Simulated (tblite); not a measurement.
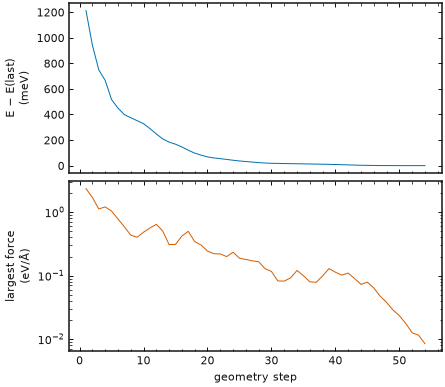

History of a geometry optimisation. The run: C5H4BrClP2 (SMILES Cc1cpc(Cl)c(Br)p1), by GFN2-xTB geometry optimisation, gas phase in tblite 0.8.0.

The optimisation met its thresholds at geometry 54, counting the start as the first. The energy fell by about 1200 meV from the first step to the last. The largest force goes from about 2.3 eV/Å at the start to 8 × 10⁻³ eV/Å at the end.
